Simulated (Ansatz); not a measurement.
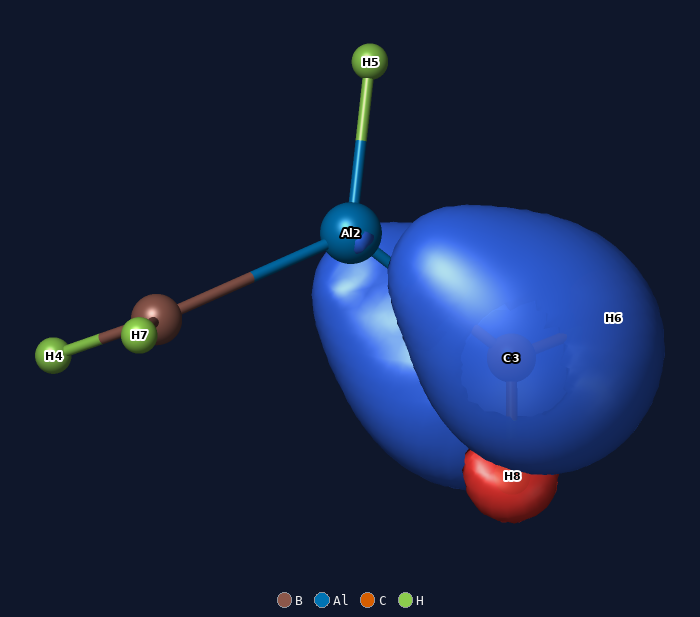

Figure 1: CH$_{5}$AlB (doublet). Isosurfaces of the spin density at +0.015 (blue) and −0.015 e/Å³ (red), seen at a tilt.

Geometry: PBE0-D4/def2-TZVP.

These are results of UKS PBE0-D4/def2-TZVPP in Ansatz 0.2.0, not measurements.

```yaml
atoms:
  - { symbol: B, position_ang: [-1.8256, 1.0061, -1.0249] }
  - { symbol: Al, position_ang: [0.1808, 0.6885, -0.4133] }
  - { symbol: C, position_ang: [0.6250, -0.5791, 0.9762] }
  - { symbol: H, position_ang: [-2.3472, 0.3824, -1.9087] }
  - { symbol: H, position_ang: [1.3817, 1.4932, -1.0879] }
  - { symbol: H, position_ang: [1.6416, -0.7670, 1.3201] }
  - { symbol: H, position_ang: [-2.5374, 1.8357, -0.5276] }
  - { symbol: H, position_ang: [-0.0995, -1.1915, 1.5114] }
```

> Which atoms carry the spin?

The unpaired spin (1 electron) lies mostly on C3 (about 0.7) and Al2 (about 0.2), in electrons by Hirshfeld's partition.
